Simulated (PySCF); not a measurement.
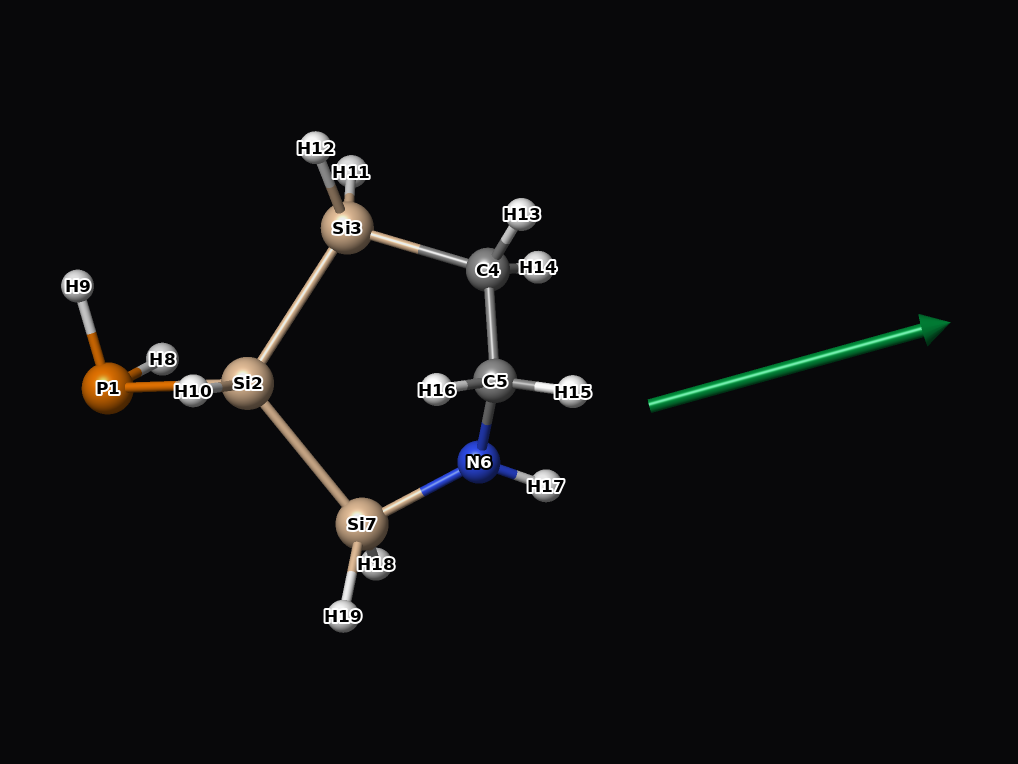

The arrow beside the molecule shows the direction of the dipole moment, from the negative to the positive end (its length means nothing). The geometry was computed by an optimisation with GFN2-xTB. No frequency run is at hand to confirm it as a minimum. Level of theory: PBE0/pcSseg-1, gas phase (PySCF 2.14.0).

**Estimate the dipole moment.**

2.21 D; it points from the side of P1, H9 to the side of H13, H14, H15 (the outermost atoms at the two ends).

The geometry is semi-empirical. Around P, Si such bond lengths and angles can be off by a tenth of an ångström or more and by several degrees, and values that hang on the shape move with them.
